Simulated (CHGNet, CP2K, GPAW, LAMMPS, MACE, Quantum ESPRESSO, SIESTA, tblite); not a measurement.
# Which run comes nearest? Glassy 68SiO2-14MgO-11ZnO-7BaO (mol %) (75 atoms)

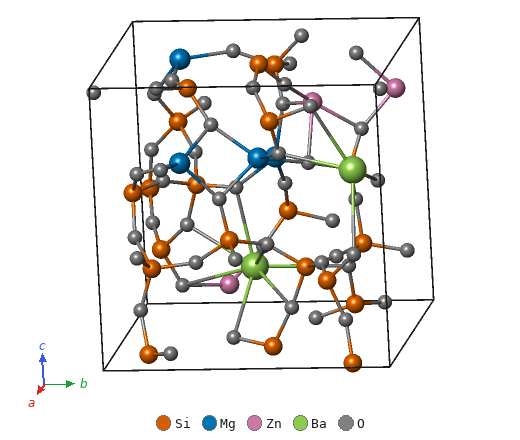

The cell (silicon orange, magnesium blue, zinc pink, barium green, oxygen grey). Bonds to atoms that aren't drawn are left out. Some periodic images of atoms are drawn too.

Density of this cell: 2.67 g/cm³. The cell holds 75 atoms: 19 Si, 4 Mg, 3 Zn, 2 Ba and 47 O. Cell: a = 10.485 Å, b = 10.485 Å, c = 10.485 Å, α = 90.0°, β = 90.0°, γ = 90.0°. 75 atoms (19 Si, 4 Mg, 3 Zn, 2 Ba, 47 O) placed at random at 2.67 g/cm³, melted at 4000 K for 10 ps at fixed volume with the Morse and Coulomb pair potential with partial charges (Pedone, Malavasi, Menziani, Cormack and Segre, J. Phys. Chem. B 110, 11780 (2006)). Quenched from 4000 K to 300 K at 25 K/ps and fixed volume, held 5 ps, then minimised at fixed cell.

Geometry: as built.

The reference, a calculation:

```
method                                           : Kohn-Sham DFT, PBE, SSSP efficiency 1.3.0 pseudopotentials, plane waves (Quantum ESPRESSO 7.5); sssp-pbe-1.3.0-efficiency, cutoffs 60/480 Ry, Γ point
r.m.s. force component                           : 0.9196 eV/Å
longest force                                    : 3.232 eV/Å
pressure                                         : 1.366 GPa
gap (highest filled to lowest empty level) : 2.891 eV
time                                             : 3 min on 4 MPI ranks of Arm Neoverse V2, shared host
CPU time                                         : 12 min
```

Runs, in no order:
A. GPAW PBE, LCAO sz(dzp), h 0.18 Å: Kohn-Sham DFT, PBE, PAW, atomic orbitals (sz(dzp))
B. CHGNet r2SCAN potential: machine-learned interatomic potential CHGNet r2SCAN, trained on r2SCAN plane-wave data
C. tblite GFN1-xTB: GFN1-xTB tight binding, diagonalisation
D. SIESTA PBE, TZP, shift 0.01 Ry, mesh 500 Ry: Kohn-Sham DFT, PBE, PseudoDojo 0.4.1 norm-conserving pseudopotentials (converted to PSML), numerical atomic orbitals (TZP), diagonalisation

Q: Order them from the smallest to the largest r.m.s. force difference.

D, B, C, A.

| run | Δ force, r.m.s. (meV/Å) | share of r.m.s. force (%) | CPU time |
| --- | --- | --- | --- |
| D. SIESTA PBE, TZP, shift 0.01 Ry, mesh 500 Ry | 164 | 17.8 | 5.2 min |
| B. CHGNet r2SCAN potential | 277 | 30.2 | 3.1 s |
| C. tblite GFN1-xTB | 502 | 54.6 | 3.8 s |
| A. GPAW PBE, LCAO sz(dzp), h 0.18 Å | 1153 | 125 | 54 s |

Periodic xTB results under one method name differ between programs and library versions. Machine-learned potentials mimic data converged in k, so the reference's own k-point error enters their differences. The network of bonds at the start is that of the classical potential that made the cell, and needn't be the one that DFT or experiment would give. The electronic-structure runs sample only Γ, in a cell whose shortest periodic width is 10 Å.

[Logs are printed without paths, hosts, clocks, repeated set-up lines and the standing remarks that a program may print on its own settings, such as how far it seeks lower states.]

[Hosts, paths, dates, database ids (printed as entryN), source tags and the programs' standing remarks are cut or masked in the printed files.]
